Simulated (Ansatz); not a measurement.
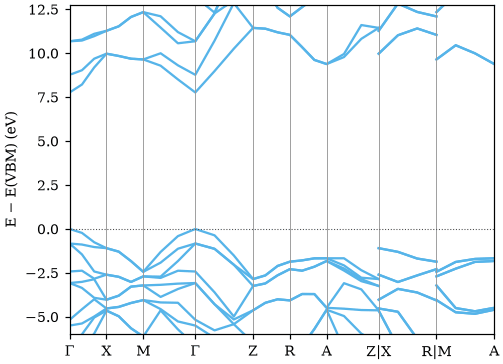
*Band structure from HSE06 in the plane-wave PAW code Ansatz*

Question: Read off the gap and where the band edges lie.

Answer: About 7.8 eV (7.77 eV among the points solved); maximum at Γ, minimum at Γ.

The material is SiO₂ (rutile, space group No. 136).

Space group P4_2/mnm (rutile). This is a known high-pressure phase of the composition, computed here at zero pressure and temperature. The cell was relaxed with HSE06 under the symmetry of its start; whether a distortion lowers the energy is not shown. The hybrid was solved on a coarse mesh, the path and, where they were found, the r²SCAN edge points; its band edges are the extreme levels among these.

Potentials: the later of the program's two PAW sets.
